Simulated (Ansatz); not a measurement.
# CoSi, pressure series

The reference is CoSi (space group P2_13, No. 198; a = 4.383 Å; non-magnetic).

Cell and atoms are relaxed at each pressure.

The values are results of r2SCAN (Ansatz, a quantum-chemistry and plane-wave program; PAW; 500 eV plane waves; spin-orbit coupling left out), not measurements.

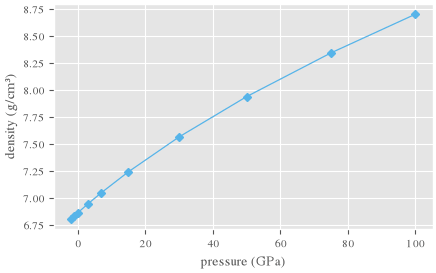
*Density against pressure*

Problem. From the plot, what is the density for pressure 30 GPa?

Solution. About 7.6 g/cm³.

Problem. Is the trend monotonic over the range shown?

Solution. Yes, it rises throughout, spanning 6.81 g/cm³ to 8.70 g/cm³.

Load acts through the strain it causes; cell and atoms are relaxed under it. Whether these cells are dynamically stable was not tested. Competing high-pressure phases were not computed. Seeded moments were not kept for the base. The final runs are not spin-polarised.
